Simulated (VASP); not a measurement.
Energy against volume of BaHfO3 (cubic perovskite). All values below come from PBEsol GGA, VASP's PBE PAW potentials (set 64) (plane waves; VASP).

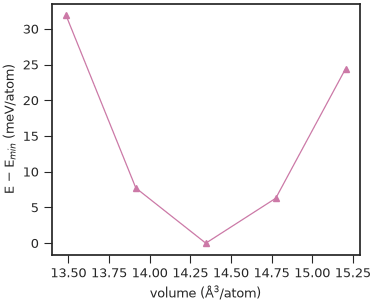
Energy against volume

### Question
Estimate the equilibrium volume and the bulk modulus.

### Answer
The minimum lies near 14.4 Å³/atom, and the curvature gives B0 of about 170 GPa.

Measured: a 4.171 Å (computed value off by -0.4 %), as given by Zhao et al., (2008), arXiv:0809.3506. The calculation is for a static lattice, while the measured a holds thermal and zero-point effects, which are part of the difference.

The compound is BaHfO3 in the cubic perovskite structure. It was relaxed first.
